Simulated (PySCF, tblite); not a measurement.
# C₄H₁₂Si₃: geometry, infrared bands and NMR shifts

Wanted: the infrared bands and NMR shifts of C₄H₁₂Si₃ (`C#C[SiH2][SiH2][C@@H](C)[SiH3]`), by calculation.

Programs: tblite 0.8.0 and PySCF 2.14.0, with density-fitted response routines of our own. Each step states its level of theory. These are calculated values for one molecule in the gas phase, unless marked as measured. Atoms are numbered from 0 throughout.

**1. The starting structure**

19 atoms, charge 0, multiplicity 1; geometry from: force field or distance geometry start.

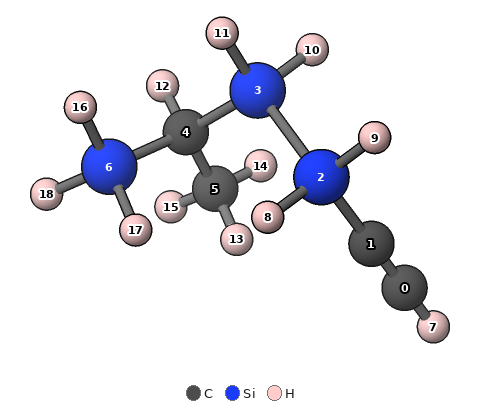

The starting geometry (carbon dark grey, silicon blue, hydrogen pink), atoms numbered.

**2. Optimising the geometry with GFN2-xTB**

Job settings and geometry (Å):

```
{"job": {"kind": "relax", "xc": "GFN2-xTB", "basis": "xTB"}, "charge": 0, "multiplicity": 1}
C      3.395600     0.796800     0.946900
C      2.468700     1.175500     0.252500
Si     1.063700     1.753400    -0.802000
Si    -0.233200    -0.043600    -1.481500
C     -0.991200    -1.040600    -0.060200
C     -0.002800    -1.631900     0.935300
Si    -2.298900     0.075800     0.682700
H      4.206400     0.478900     1.560100
H      0.214300     2.715600    -0.049000
H      1.576000     2.461300    -2.000200
H      0.624300    -0.980900    -2.259200
H     -1.299300     0.393000    -2.413400
H     -1.523600    -1.880700    -0.519500
H      0.541200    -0.859300     1.499100
H      0.747300    -2.246500     0.437700
H     -0.518000    -2.262500     1.681600
H     -3.270700     0.541100    -0.330700
H     -1.667100     1.242200     1.333600
H     -3.042500    -0.678400     1.732300
```

On the command line:

```
$ OMP_NUM_THREADS=1 python probes_run.py task.json out
```

This one command runs all jobs of the session in turn.

**Question.** This job is followed by: GFN2-xTB harmonic vibrations, gas phase; GIAO PBE0/pcSseg-1 NMR shielding, non-relativistic, gas phase. Predict these results of the whole session: strongest single infrared mode (GFN2-xTB); zero-point energy (GFN2-xTB); 13C shifts against TMS (PBE0/pcSseg-1); 1H shifts against TMS (PBE0/pcSseg-1, means over atoms taken as alike); 29Si shifts against TMS (PBE0/pcSseg-1).

The runs gave:

```
                                                              quantity                                               value
                             strongest single infrared mode (GFN2-xTB)                                688 cm⁻¹, 664 km/mol
                                          zero-point energy (GFN2-xTB)                                       81.4 kcal/mol
                                13C shifts against TMS (PBE0/pcSseg-1)                         106.9, 85.4, 17.8, -0.5 ppm
1H shifts against TMS (PBE0/pcSseg-1, means over atoms taken as alike)  4.51, 4.28, 4.27, 4.05, 3.95, 1.96, 1.54, 0.68 ppm
                               29Si shifts against TMS (PBE0/pcSseg-1)                            -64.5, -68.0, -105.0 ppm
```

What this shows: The optimisation took 42 steps and gained 0.162 eV; among the close pairs (by a distance rule), C4–Si6 changed most, from 1.873 to 1.904 Å. The lowest mode is slightly imaginary (7i cm⁻¹), a soft motion within the noise of the Hessian, so the minimum is not strictly shown. The strongest single mode, at 688 cm⁻¹, has its largest shares on Si2, H7, H11 and H10 (the list is cut at 4 atoms). GFN2-xTB is a fitted tight-binding method: band positions and strengths are rough. Its intensities can rank the bands wrongly. At PBE0/pcSseg-1: The widest tensor belongs to C1: span 284 ppm, with a paramagnetic part of -160 ppm.
